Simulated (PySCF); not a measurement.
**C2H6O2Si: NMR shifts at several levels of theory, part 1 of 2**

Aim: compute the NMR shifts of C2H6O2Si (`O=C(O)C[SiH3]`) at several levels, and see how far they spread and what each costs.

The runs use PySCF 2.14.0, with density-fitted response routines of our own; the level of theory stands in each step. All values are computed, except where a source is named. Atoms count from 0, in the outputs and in this text.

### Step 1. The molecule as given

11 atoms, charge 0, multiplicity 1; geometry from: PBE0-D3(BJ)/def2-SVP.

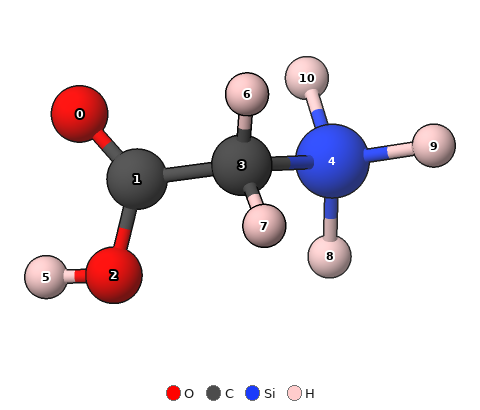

As it starts; oxygen red, carbon dark grey, silicon blue, hydrogen pink, atoms numbered; sticks join atoms by distance.

### Step 2. NMR shieldings: HF/pcSseg-2

The job: settings as JSON, then the geometry in Å.

```
{"job": {"kind": "nmr", "xc": "HF", "basis": "pcSseg-2", "pop": false}, "charge": 0, "multiplicity": 1}
O      1.146647     0.264880     1.884852
C      1.093442     0.102415     0.694158
O      1.912394    -0.741082     0.044467
C      0.115474     0.753358    -0.230934
Si    -1.463217    -0.275660    -0.471545
H      2.482096    -1.138610     0.721016
H     -0.177199     1.722775     0.196620
H      0.568274     0.906872    -1.221684
H     -1.126018    -1.598667    -1.074006
H     -2.372107     0.471094    -1.391385
H     -2.142249    -0.483418     0.840180
```

Method: GIAO HF/pcSseg-2 NMR shielding, non-relativistic, gas phase.

On the command line:

```sh
OMP_NUM_THREADS=1 python probes_run.py task.json out
```

The driver reads the jobs from task.json and runs them one after another.

The log of the run:

```text
final grid: 88992 points
cycle   1  E = -517.8532871443  dE =  7.415e-01  |g| = 8.353e-01  |ddm| = 2.258e+00
cycle   2  E = -517.9485301866  dE = -9.524e-02  |g| = 6.008e-01  |ddm| = 6.888e-01
cycle   3  E = -518.0095037678  dE = -6.097e-02  |g| = 7.877e-02  |ddm| = 3.058e-01
cycle   4  E = -518.0116115907  dE = -2.108e-03  |g| = 3.584e-02  |ddm| = 8.173e-02
cycle   5  E = -518.0119623966  dE = -3.508e-04  |g| = 9.738e-03  |ddm| = 3.028e-02
cycle   6  E = -518.0120135394  dE = -5.114e-05  |g| = 4.153e-03  |ddm| = 1.164e-02
cycle   7  E = -518.0120263088  dE = -1.277e-05  |g| = 1.450e-03  |ddm| = 7.395e-03
cycle   8  E = -518.0120278348  dE = -1.526e-06  |g| = 4.174e-04  |ddm| = 2.681e-03
cycle   9  E = -518.0120279414  dE = -1.067e-07  |g| = 1.102e-04  |ddm| = 6.611e-04
cycle  10  E = -518.0120279496  dE = -8.195e-09  |g| = 2.746e-05  |ddm| = 1.935e-04
cycle  11  E = -518.0120279501  dE = -4.286e-10  |g| = 5.946e-06  |ddm| = 4.504e-05
converged SCF energy = -518.0120279501

GIAO shielding tensors (ppm)
atom      isotropic    diamagn.    paramagn.     s11        s22        s33       span
  0 O      -75.098     393.999    -469.097   -333.618   -177.428    285.750    619.368
  1 C        9.584     250.818    -241.235   -105.837     43.834     90.754    196.591
  2 O      150.556     389.191    -238.635      2.741    163.147    285.781    283.040
  3 C      174.244     243.253     -69.010    155.987    162.928    203.817     47.830
  4 Si     439.684     874.340    -434.656    418.349    426.070    474.631     56.282
  5 H       25.787      30.057      -4.271     21.005     21.311     35.044     14.039
  6 H       29.917      30.117      -0.200     26.181     28.195     35.375      9.195
  7 H       29.834      30.194      -0.360     26.099     28.648     34.756      8.657
  8 H       27.740      29.027      -1.287     24.573     26.383     32.265      7.692
  9 H       27.826      28.538      -0.712     24.965     25.566     32.948      7.983
 10 H       27.762      29.032      -1.270     24.708     26.132     32.445      7.736
```

It took 17 s on 1 thread of Arm Neoverse V1, shared host; peak memory 1.1 GiB.

The references, computed at this level on geometries of the same kind, shield at (ppm): 1H TMS 31.68, 13C TMS 191.5, 29Si TMS 383.0, 17O H2O 326.3. Their shielding less the atom's gives the shift. The references are single molecules in the gas phase, so shifts against H2O, NH3, PH3, H3PO4 or CFCl3 are not on the usual liquid scales and can be off by tens of ppm. Atoms listed in one row are averaged.

```tsv
atoms	environment	σ (ppm)	δ (ppm)
C1	carboxylic acid carbon	9.6	181.9
C3	sp3 CH2 bonded to Si, α to a carbonyl	174.2	17.2
H5	hydrogen on an acid hydroxyl oxygen	25.79	5.90
H8, H9, H10	hydrogen on a silicon bonded to C	27.78	3.91
H6, H7	hydrogen on an sp3 CH2 bonded to Si, α to a carbonyl	29.88	1.81
O0	carbonyl oxygen	-75.1	401.4
O2	acid hydroxyl oxygen	150.6	175.8
Si4	silicon bonded to C, 3 H	439.7	-56.7
```

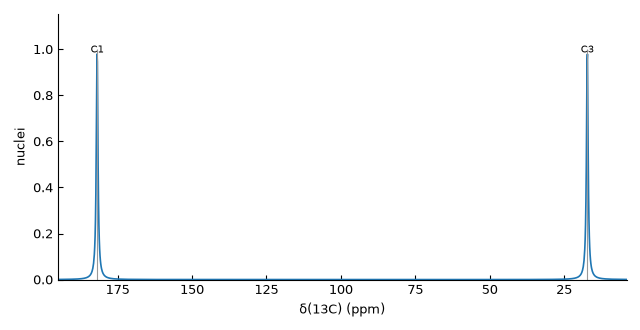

13C lines at the computed shifts, without couplings. Lines are broadened to a width of 0.66 ppm (Lorentzian).

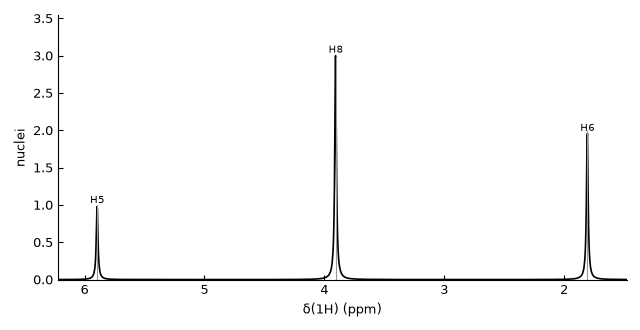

1H lines at the computed shifts, without couplings. Lines are broadened to a width of 0.02 ppm (Lorentzian).

### Step 3. NMR shieldings: LDA/pcSseg-2

Settings changed since step 2:

```diff
@@ -1,2 +1,2 @@
-{"job": {"kind": "nmr", "xc": "HF", "basis": "pcSseg-2", "pop": false}, "charge": 0, "multiplicity": 1}
+{"job": {"kind": "nmr", "xc": "LDA", "basis": "pcSseg-2", "pop": false}, "charge": 0, "multiplicity": 1}
 O      1.146647     0.264880     1.884852
```

With the program's defaults for keys left out, this is: GIAO LDA/pcSseg-2 NMR shielding, non-relativistic, gas phase.

The log of the run:

```text
coarse grid: 9688 points
cycle   1  E = -516.7395757392  dE =  5.557e-01  |g| = 1.062e+00  |ddm| = 2.433e+00
cycle   2  E = -515.7785966902  dE =  9.610e-01  |g| = 2.383e+00  |ddm| = 2.541e+00
cycle   3  E = -516.8636247599  dE = -1.085e+00  |g| = 6.379e-01  |ddm| = 2.239e+00
cycle   4  E = -516.9399306281  dE = -7.631e-02  |g| = 1.449e-01  |ddm| = 3.859e-01
cycle   5  E = -516.9424646040  dE = -2.534e-03  |g| = 6.790e-02  |ddm| = 8.951e-02
cycle   6  E = -516.9434205367  dE = -9.559e-04  |g| = 1.782e-02  |ddm| = 4.930e-02
cycle   7  E = -516.9435013916  dE = -8.085e-05  |g| = 2.590e-03  |ddm| = 1.560e-02
cycle   8  E = -516.9435030164  dE = -1.625e-06  |g| = 8.503e-04  |ddm| = 2.953e-03
final grid: 88992 points
cycle   9  E = -516.9334201443  dE = -6.655e-05  |g| = 4.678e-03  |ddm| = 3.471e-02
cycle  10  E = -516.9334122868  dE =  7.858e-06  |g| = 7.949e-03  |ddm| = 7.019e-03
cycle  11  E = -516.9334234019  dE = -1.112e-05  |g| = 1.892e-03  |ddm| = 4.637e-03
cycle  12  E = -516.9334239637  dE = -5.618e-07  |g| = 7.508e-04  |ddm| = 1.424e-03
cycle  13  E = -516.9334240570  dE = -9.330e-08  |g| = 2.004e-04  |ddm| = 4.570e-04
cycle  14  E = -516.9334240648  dE = -7.850e-09  |g| = 4.442e-05  |ddm| = 1.285e-04
cycle  15  E = -516.9334240652  dE = -3.878e-10  |g| = 1.164e-05  |ddm| = 3.315e-05
converged SCF energy = -516.9334240652

GIAO shielding tensors (ppm)
atom      isotropic    diamagn.    paramagn.     s11        s22        s33       span
  0 O     -103.202     394.942    -498.144   -334.493   -206.657    231.544    566.037
  1 C       -0.884     251.302    -252.186   -101.863     33.529     65.682    167.545
  2 O      101.690     388.341    -286.651    -47.565    112.268    240.366    287.931
  3 C      161.288     246.737     -85.448    140.726    148.789    194.350     53.625
  4 Si     372.873     879.366    -506.493    338.156    354.271    426.193     88.037
  5 H       25.128      30.662      -5.534     19.692     23.312     32.381     12.689
  6 H       28.836      29.894      -1.058     25.307     27.403     33.799      8.492
  7 H       28.398      29.786      -1.387     24.847     27.669     32.679      7.833
  8 H       26.380      27.949      -1.569     23.350     25.082     30.706      7.356
  9 H       26.422      27.712      -1.290     23.684     24.289     31.292      7.608
 10 H       26.408      27.981      -1.573     23.534     24.828     30.860      7.326
```

It took 39 s on 1 thread of Arm Neoverse V1, shared host; peak memory 0.9 GiB.

In short: δ C1 181.2, C3 19.0, O0 437.6, O2 232.7, H5 5.64, H8 4.37 ppm (means over like atoms).

### Step 4. Shielding tensors: PBE/pcSseg-2

Settings changed since step 3:

```diff
@@ -1,2 +1,2 @@
-{"job": {"kind": "nmr", "xc": "LDA", "basis": "pcSseg-2", "pop": false}, "charge": 0, "multiplicity": 1}
+{"job": {"kind": "nmr", "xc": "PBE", "basis": "pcSseg-2", "pop": false}, "charge": 0, "multiplicity": 1}
 O      1.146647     0.264880     1.884852
```

Level: GIAO PBE/pcSseg-2 NMR shielding, non-relativistic, gas phase.

The log of the run:

```text
coarse grid: 9688 points
cycle   1  E = -519.2844422033  dE =  5.634e-01  |g| = 1.053e+00  |ddm| = 2.325e+00
cycle   2  E = -518.3217353601  dE =  9.627e-01  |g| = 2.371e+00  |ddm| = 2.572e+00
cycle   3  E = -519.4062237859  dE = -1.084e+00  |g| = 6.338e-01  |ddm| = 2.274e+00
cycle   4  E = -519.4824096600  dE = -7.619e-02  |g| = 1.430e-01  |ddm| = 3.871e-01
cycle   5  E = -519.4849455328  dE = -2.536e-03  |g| = 6.655e-02  |ddm| = 8.825e-02
cycle   6  E = -519.4858798448  dE = -9.343e-04  |g| = 1.639e-02  |ddm| = 4.811e-02
cycle   7  E = -519.4859499250  dE = -7.008e-05  |g| = 2.262e-03  |ddm| = 1.463e-02
cycle   8  E = -519.4859511536  dE = -1.229e-06  |g| = 6.104e-04  |ddm| = 2.408e-03
final grid: 88992 points
cycle   9  E = -519.4839310282  dE = -7.334e-05  |g| = 1.415e-02  |ddm| = 4.319e-02
cycle  10  E = -519.4837547349  dE =  1.763e-04  |g| = 3.347e-02  |ddm| = 2.236e-02
cycle  11  E = -519.4839632833  dE = -2.085e-04  |g| = 5.367e-03  |ddm| = 1.756e-02
cycle  12  E = -519.4839687028  dE = -5.419e-06  |g| = 8.656e-04  |ddm| = 3.226e-03
cycle  13  E = -519.4839688102  dE = -1.074e-07  |g| = 2.949e-04  |ddm| = 5.003e-04
cycle  14  E = -519.4839688291  dE = -1.886e-08  |g| = 5.780e-05  |ddm| = 2.320e-04
cycle  15  E = -519.4839688298  dE = -6.876e-10  |g| = 1.500e-05  |ddm| = 5.585e-05
converged SCF energy = -519.4839688298

GIAO shielding tensors (ppm)
atom      isotropic    diamagn.    paramagn.     s11        s22        s33       span
  0 O      -94.464     395.292    -489.756   -318.483   -197.617    232.707    551.191
  1 C        3.250     250.895    -247.645    -96.608     38.996     67.363    163.970
  2 O      105.264     387.689    -282.425    -40.390    113.826    242.355    282.745
  3 C      160.848     246.323     -85.476    141.226    149.483    191.834     50.608
  4 Si     388.383     878.791    -490.409    356.629    371.575    436.944     80.315
  5 H       25.695      30.916      -5.221     20.392     23.897     32.795     12.404
  6 H       29.293      30.122      -0.829     25.871     27.910     34.097      8.226
  7 H       28.872      30.125      -1.253     25.379     28.209     33.027      7.648
  8 H       26.958      28.785      -1.827     23.996     25.688     31.189      7.193
  9 H       26.990      28.302      -1.312     24.312     24.887     31.772      7.460
 10 H       26.980      28.795      -1.815     24.176     25.432     31.332      7.156
```

Run time: 43 s. Hardware: 1 thread of Arm Neoverse V1, shared host; peak memory 0.82 GiB.

In short: δ C1 176.1, C3 18.5, O0 422.3, O2 222.6, H5 5.48, H8 4.20 ppm (means over like atoms).

### Step 5. NMR shieldings: BLYP/pcSseg-2

Settings changed since step 4:

```diff
@@ -1,2 +1,2 @@
-{"job": {"kind": "nmr", "xc": "PBE", "basis": "pcSseg-2", "pop": false}, "charge": 0, "multiplicity": 1}
+{"job": {"kind": "nmr", "xc": "BLYP", "basis": "pcSseg-2", "pop": false}, "charge": 0, "multiplicity": 1}
 O      1.146647     0.264880     1.884852
```

Method: GIAO BLYP/pcSseg-2 NMR shielding, non-relativistic, gas phase.

The log of the run:

```text
coarse grid: 9688 points
cycle   1  E = -519.6032199883  dE =  5.795e-01  |g| = 1.140e+00  |ddm| = 2.317e+00
cycle   2  E = -518.4475720528  dE =  1.156e+00  |g| = 2.569e+00  |ddm| = 2.785e+00
cycle   3  E = -519.7402293884  dE = -1.293e+00  |g| = 6.922e-01  |ddm| = 2.499e+00
cycle   4  E = -519.8296237389  dE = -8.939e-02  |g| = 1.724e-01  |ddm| = 4.271e-01
cycle   5  E = -519.8334591399  dE = -3.835e-03  |g| = 7.404e-02  |ddm| = 1.024e-01
cycle   6  E = -519.8345851885  dE = -1.126e-03  |g| = 1.955e-02  |ddm| = 5.360e-02
cycle   7  E = -519.8346856830  dE = -1.005e-04  |g| = 2.452e-03  |ddm| = 1.761e-02
cycle   8  E = -519.8346871680  dE = -1.485e-06  |g| = 5.733e-04  |ddm| = 2.780e-03
final grid: 88992 points
cycle   9  E = -519.8355218957  dE = -7.686e-05  |g| = 5.842e-03  |ddm| = 3.902e-02
cycle  10  E = -519.8354984816  dE =  2.341e-05  |g| = 1.187e-02  |ddm| = 9.706e-03
cycle  11  E = -519.8355275416  dE = -2.906e-05  |g| = 3.103e-03  |ddm| = 7.292e-03
cycle  12  E = -519.8355292330  dE = -1.691e-06  |g| = 7.393e-04  |ddm| = 2.103e-03
cycle  13  E = -519.8355293319  dE = -9.885e-08  |g| = 2.908e-04  |ddm| = 5.138e-04
cycle  14  E = -519.8355293453  dE = -1.345e-08  |g| = 7.627e-05  |ddm| = 1.688e-04
cycle  15  E = -519.8355293463  dE = -9.888e-10  |g| = 1.771e-05  |ddm| = 5.449e-05
converged SCF energy = -519.8355293463

GIAO shielding tensors (ppm)
atom      isotropic    diamagn.    paramagn.     s11        s22        s33       span
  0 O      -96.268     395.016    -491.285   -319.050   -198.682    228.927    547.977
  1 C       -2.444     249.957    -252.400   -103.817     33.320     63.166    166.983
  2 O      103.143     387.161    -284.019    -40.736    107.149    243.016    283.752
  3 C      155.523     244.209     -88.686    135.820    144.055    186.694     50.874
  4 Si     376.168     877.978    -501.811    344.379    359.110    425.014     80.635
  5 H       25.923      31.330      -5.407     20.706     24.219     32.843     12.138
  6 H       29.517      30.387      -0.870     26.250     28.288     34.013      7.763
  7 H       29.098      30.323      -1.225     25.736     28.604     32.953      7.217
  8 H       27.225      28.818      -1.593     24.332     25.996     31.346      7.014
  9 H       27.260      28.416      -1.156     24.643     25.194     31.943      7.300
 10 H       27.248      28.833      -1.585     24.509     25.743     31.492      6.983
```

Wall time 42 s (1 thread of Arm Neoverse V1, shared host); peak memory 0.82 GiB.

In short: δ C1 177.4, C3 19.5, O0 421.4, O2 222.0, H5 5.45, H8 4.13 ppm (means over like atoms).

### Step 6. Nuclear shieldings: BP86/pcSseg-2

Settings changed since step 5:

```diff
@@ -1,2 +1,2 @@
-{"job": {"kind": "nmr", "xc": "BLYP", "basis": "pcSseg-2", "pop": false}, "charge": 0, "multiplicity": 1}
+{"job": {"kind": "nmr", "xc": "BP86", "basis": "pcSseg-2", "pop": false}, "charge": 0, "multiplicity": 1}
 O      1.146647     0.264880     1.884852
```

Level: GIAO BP86/pcSseg-2 NMR shielding, non-relativistic, gas phase.

The log of the run:

```text
coarse grid: 9688 points
cycle   1  E = -519.7201067044  dE =  5.680e-01  |g| = 1.069e+00  |ddm| = 2.321e+00
cycle   2  E = -518.7762128084  dE =  9.439e-01  |g| = 2.365e+00  |ddm| = 2.361e+00
cycle   3  E = -519.8487307622  dE = -1.073e+00  |g| = 6.262e-01  |ddm| = 2.064e+00
cycle   4  E = -519.9229990592  dE = -7.427e-02  |g| = 1.460e-01  |ddm| = 3.807e-01
cycle   5  E = -519.9256897197  dE = -2.691e-03  |g| = 6.570e-02  |ddm| = 8.847e-02
cycle   6  E = -519.9266052985  dE = -9.156e-04  |g| = 1.614e-02  |ddm| = 4.761e-02
cycle   7  E = -519.9266717641  dE = -6.647e-05  |g| = 2.433e-03  |ddm| = 1.404e-02
cycle   8  E = -519.9266730845  dE = -1.320e-06  |g| = 8.415e-04  |ddm| = 2.510e-03
final grid: 88992 points
cycle   9  E = -519.9278068285  dE = -8.136e-05  |g| = 6.084e-03  |ddm| = 3.983e-02
cycle  10  E = -519.9277773861  dE =  2.944e-05  |g| = 1.354e-02  |ddm| = 9.347e-03
cycle  11  E = -519.9278124583  dE = -3.507e-05  |g| = 2.601e-03  |ddm| = 7.372e-03
cycle  12  E = -519.9278136741  dE = -1.216e-06  |g| = 9.502e-04  |ddm| = 1.934e-03
cycle  13  E = -519.9278138297  dE = -1.556e-07  |g| = 2.454e-04  |ddm| = 4.902e-04
cycle  14  E = -519.9278138410  dE = -1.128e-08  |g| = 4.592e-05  |ddm| = 1.716e-04
cycle  15  E = -519.9278138414  dE = -3.785e-10  |g| = 1.160e-05  |ddm| = 3.480e-05
converged SCF energy = -519.9278138414

GIAO shielding tensors (ppm)
atom      isotropic    diamagn.    paramagn.     s11        s22        s33       span
  0 O      -93.158     393.902    -487.060   -316.809   -196.044    233.379    550.188
  1 C        3.249     251.482    -248.233    -96.234     38.952     67.028    163.262
  2 O      105.383     387.419    -282.037    -39.684    113.685    242.148    281.832
  3 C      160.493     246.140     -85.646    141.006    149.013    191.461     50.456
  4 Si     386.733     878.761    -492.028    355.548    370.789    433.861     78.312
  5 H       25.764      30.987      -5.224     20.500     23.900     32.891     12.391
  6 H       29.356      30.172      -0.816     25.953     27.997     34.118      8.165
  7 H       28.948      30.134      -1.185     25.476     28.294     33.076      7.600
  8 H       27.018      28.755      -1.737     24.063     25.747     31.243      7.180
  9 H       27.055      28.325      -1.270     24.382     24.955     31.829      7.447
 10 H       27.041      28.763      -1.722     24.238     25.497     31.388      7.150
```

Wall time 42 s (1 thread of Arm Neoverse V1, shared host); peak memory 0.83 GiB.

This run: δ C1 175.9, C3 18.7, O0 419.2, O2 220.7, H5 5.47, H8 4.20 ppm (means over like atoms).

### Step 7. Shielding tensors: OPBE/pcSseg-2

Settings changed since step 6:

```diff
@@ -1,2 +1,2 @@
-{"job": {"kind": "nmr", "xc": "BP86", "basis": "pcSseg-2", "pop": false}, "charge": 0, "multiplicity": 1}
+{"job": {"kind": "nmr", "xc": "OPBE", "basis": "pcSseg-2", "pop": false}, "charge": 0, "multiplicity": 1}
 O      1.146647     0.264880     1.884852
```

Method: GIAO OPBE/pcSseg-2 NMR shielding, non-relativistic, gas phase.

The log of the run:

```text
coarse grid: 9688 points
cycle   1  E = -519.5598600562  dE =  5.333e-01  |g| = 9.757e-01  |ddm| = 2.341e+00
cycle   2  E = -518.7519502563  dE =  8.079e-01  |g| = 2.169e+00  |ddm| = 2.431e+00
cycle   3  E = -519.6730868040  dE = -9.211e-01  |g| = 5.690e-01  |ddm| = 2.117e+00
cycle   4  E = -519.7368289784  dE = -6.374e-02  |g| = 1.227e-01  |ddm| = 3.540e-01
cycle   5  E = -519.7388070726  dE = -1.978e-03  |g| = 5.516e-02  |ddm| = 8.039e-02
cycle   6  E = -519.7394805310  dE = -6.735e-04  |g| = 1.329e-02  |ddm| = 4.094e-02
cycle   7  E = -519.7395260776  dE = -4.555e-05  |g| = 2.175e-03  |ddm| = 1.183e-02
cycle   8  E = -519.7395271974  dE = -1.120e-06  |g| = 7.412e-04  |ddm| = 2.409e-03
final grid: 88992 points
cycle   9  E = -519.7378026340  dE = -1.931e-04  |g| = 2.502e-02  |ddm| = 6.852e-02
cycle  10  E = -519.7373665186  dE =  4.361e-04  |g| = 5.416e-02  |ddm| = 3.644e-02
cycle  11  E = -519.7378946014  dE = -5.281e-04  |g| = 8.736e-03  |ddm| = 2.837e-02
cycle  12  E = -519.7379078428  dE = -1.324e-05  |g| = 2.681e-03  |ddm| = 5.597e-03
cycle  13  E = -519.7379091153  dE = -1.272e-06  |g| = 2.000e-04  |ddm| = 1.380e-03
cycle  14  E = -519.7379091226  dE = -7.336e-09  |g| = 1.065e-04  |ddm| = 2.803e-04
cycle  15  E = -519.7379091251  dE = -2.472e-09  |g| = 1.790e-05  |ddm| = 1.047e-04
cycle  16  E = -519.7379091252  dE = -8.322e-11  |g| = 4.680e-06  |ddm| = 2.032e-05
converged SCF energy = -519.7379091252

GIAO shielding tensors (ppm)
atom      isotropic    diamagn.    paramagn.     s11        s22        s33       span
  0 O      -80.030     397.899    -477.929   -300.262   -183.470    243.644    543.906
  1 C       14.910     251.932    -237.023    -81.069     51.365     74.434    155.503
  2 O      115.076     388.564    -273.488    -29.938    130.530    244.635    274.573
  3 C      166.873     248.659     -81.786    148.907    155.861    195.850     46.943
  4 Si     413.930     879.677    -465.746    384.714    398.734    458.344     73.630
  5 H       25.642      30.074      -4.432     20.370     23.528     33.029     12.658
  6 H       29.291      29.843      -0.552     25.737     27.756     34.381      8.644
  7 H       28.906      30.043      -1.138     25.299     28.056     33.361      8.062
  8 H       27.050      29.526      -2.476     24.068     25.769     31.314      7.246
  9 H       27.075      28.660      -1.585     24.376     24.967     31.882      7.506
 10 H       27.066      29.512      -2.446     24.235     25.510     31.454      7.219
```

Run time: 47 s. Hardware: 1 thread of Arm Neoverse V1, shared host; peak memory 0.83 GiB.

In short: δ C1 169.5, C3 17.5, O0 409.2, O2 214.1, H5 5.56, H8 4.14 ppm (means over like atoms).

(Continued in part 2 of 2.)
